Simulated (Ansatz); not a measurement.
# C3H8SSi: the cost of one run

Program: Ansatz 0.2.0, Gaussian basis. Level of theory: the settings change from run to run. These are calculated values, not measurements.

## Step 1: The geometry

The geometry comes from an earlier relaxation with PBE0-D4 in a triple-zeta def2 set; it is a stationary point, not always the lowest conformer.

SMILES `C=CCS[SiH3]`, 13 atoms, charge 0, spin multiplicity 1.

Atoms are counted from 1 here; the program's logs count them from 0.

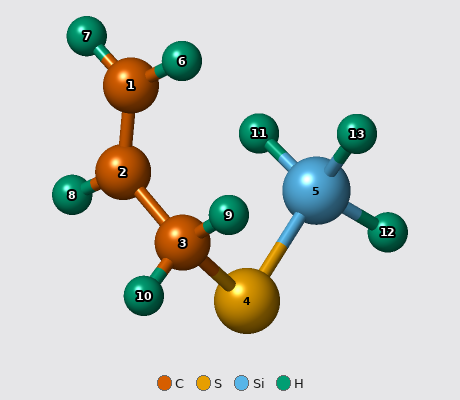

The geometry (carbon orange, sulfur amber, silicon blue, hydrogen teal); atoms are numbered from 1 in the order of the file.

## Step 2: wPBEh/def2-TZVPP

This run has atoms shaken by 0.03 Å, a point charge of 2.00 e beside it.

Input file in.yaml:

```yaml
crystal:
  periodic: [false, false, false]
  atoms:
    - {symbol: C, position_ang: [-1.398332, -0.714361, 0.979490]}
    - {symbol: C, position_ang: [-0.265809, -1.123807, 0.569413]}
    - {symbol: C, position_ang: [0.956249, -0.414032, 0.853623]}
    - {symbol: S, position_ang: [1.856630, 0.097258, -0.727208]}
    - {symbol: Si, position_ang: [0.378112, 1.244216, -1.502615]}
    - {symbol: H, position_ang: [-1.543939, 0.215361, 1.526766]}
    - {symbol: H, position_ang: [-2.362748, -1.284385, 0.794322]}
    - {symbol: H, position_ang: [-0.169876, -2.076628, 0.010585]}
    - {symbol: H, position_ang: [0.829651, 0.449975, 1.517060]}
    - {symbol: H, position_ang: [1.784760, -1.053082, 1.299874]}
    - {symbol: H, position_ang: [-0.756717, 0.515246, -2.186075]}
    - {symbol: H, position_ang: [1.043834, 2.005064, -2.634467]}
    - {symbol: H, position_ang: [-0.256901, 2.187135, -0.526591]}
basis:
  gaussian: {orbitals: def2-TZVPP, point_charges: [{charge: 2.00, position_ang: [5.397, 0.475, 0.350]}]}
hamiltonian: {xc: {name: wPBEh}}
output: {forces: true}
```

Started as:

```
ansatz run in.yaml --threads 4 --pin off --events-out ev --progress --plain --max-ram 10444MiB
```

What time and memory should one allow on 4 threads of Arm Neoverse V2, shared host?

About 6 s, with a peak of 1.1 GiB.
